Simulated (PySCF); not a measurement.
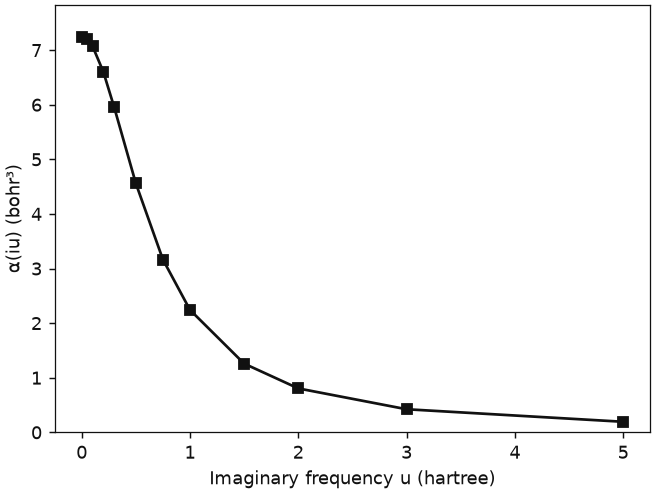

Dipole polarisability at imaginary frequency of an atom or ion with 14 electrons in the configuration [Ne] 3s² 3p². Coupled response at the BLYP level; PySCF, aug-cc-pCVTZ-DK, spin-free X2C-1e, unrestricted single determinants, no spin-orbit coupling.

Which species is it, and what does the curve give?

Answer. S III (S²⁺). The static dipole polarisability is 7.25 bohr³; α(iu) falls to half of it near u = 0.66 hartree. The Casimir–Polder integral gives C₆ = 26.2 hartree bohr⁶ for two such species.
